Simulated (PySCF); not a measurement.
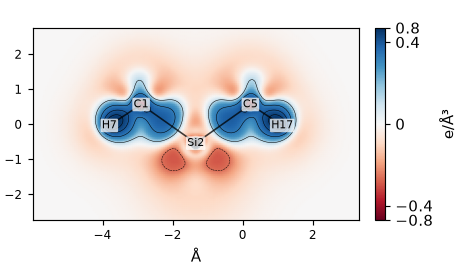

Figure 1: C4H12Si, SMILES `C[Si](C)(C)C`. Deformation density (molecule less spherical, spin-averaged free atoms) in the plane of C1, Si2, C5, H7 and H17; colour scale in e/Å³, logarithmic beyond ±0.1; blue: gain, red: loss.

PySCF calculation, B3LYP/aug-cc-pVDZ, gas phase; geometry: GFN2-xTB. No frequency check shows the geometry to be a minimum.

The calculation's input:

```python
import numpy as np
from pyscf import gto, scf, dft
from pyscf.scf import atom_ks, atom_hf
from scipy.linalg import block_diag

def solve(mol, dm0=None, hcore=None):
    mf = (dft.UKS if mol.spin else dft.RKS)(mol, xc='b3lyp')
    mf.grids.level = 3
    mf = mf.density_fit(auxbasis='def2-universal-jkfit')
    mf.conv_tol, mf.max_cycle = 1e-8, 80
    if hcore is not None:
        mf.get_hcore = lambda *args: hcore
    mf.kernel(dm0)
    if not mf.converged:
        mf = mf.newton().run(mf.mo_coeff, mf.mo_occ, max_cycle=30)
    assert mf.converged, 'SCF not converged'
    return mf

mol = gto.M(atom='''
C     -1.35477    -0.06826     1.34270
Si     0.00039    -0.00017    -0.00003
C      0.16478    -1.71167    -0.82942
C      1.66431     0.48182     0.80235
C     -0.47248     1.29962    -1.31617
H     -2.31510    -0.35235     0.92144
H     -1.12209    -0.81078     2.10170
H     -1.48252     0.89357     1.82677
H     -0.76536    -2.01214    -1.30401
H      0.42143    -2.47933    -0.10469
H      0.93645    -1.71107    -1.59118
H      2.46264     0.51817     0.06632
H      1.95967    -0.23011     1.56311
H      1.61004     1.45704     1.27326
H     -0.58568     2.28587    -0.87570
H     -1.42388     1.06124    -1.78350
H      0.28803     1.37316    -2.08990
''', basis='aug-cc-pvdz', charge=0, spin=0, verbose=4)
mf = solve(mol)
mf.analyze()
# spherically averaged free atoms, for the promolecule
atm = atom_ks.get_atm_nrks(mol, xc='b3lyp')
pro = block_diag(*[(atm[a[0]][2] * atm[a[0]][3]) @ atm[a[0]][2].T for a in mol._atom])
np.savez('result.npz', e=mf.e_tot, c=mf.mo_coeff, occ=mf.mo_occ, eps=mf.mo_energy, pro=pro, dip=mf.dip_moment(verbose=0), s2=mf.spin_square()[0])
```

Launched as:

```sh
OMP_NUM_THREADS=1 python input.py
```

The run took 15 s on 1 thread of AMD EPYC 9R45 96-Core Processor (Zen 5), on a shared host, peak memory 0.87 GiB.

Partitions, critical points and surface values were worked out afterwards from this run's density.

Describe the bonding that the map shows.

C1–H7 and C5–H17: +0.63 e/Å³ at the bond critical point (bond length 1.09 Å). C1–Si2 and Si2–C5: +0.12 e/Å³ at the bond critical point (bond length 1.91 Å). In all, 3.7 electrons gather in the regions of gain relative to the promolecule. A small or negative value marks a very polar bond, one between electron-rich atoms, whose free-atom densities already overlap strongly, a long bond to a heavier atom, or a closed-shell contact such as a hydrogen bond.

Where do the Hirshfeld charges lie?

The highest Hirshfeld charge is on Si2 (+0.44 e), the lowest on C1, C3, C4 and C5 (−0.22 e).

```csv
atom,charge (e)
C1,−0.22
Si2,+0.44
C3,−0.22
C4,−0.22
C5,−0.22
H6,+0.04
H7,+0.04
H8,+0.04
H9,+0.04
H10,+0.04
H11,+0.04
H12,+0.04
H13,+0.04
H14,+0.04
H15,+0.04
H16,+0.04
H17,+0.04
```
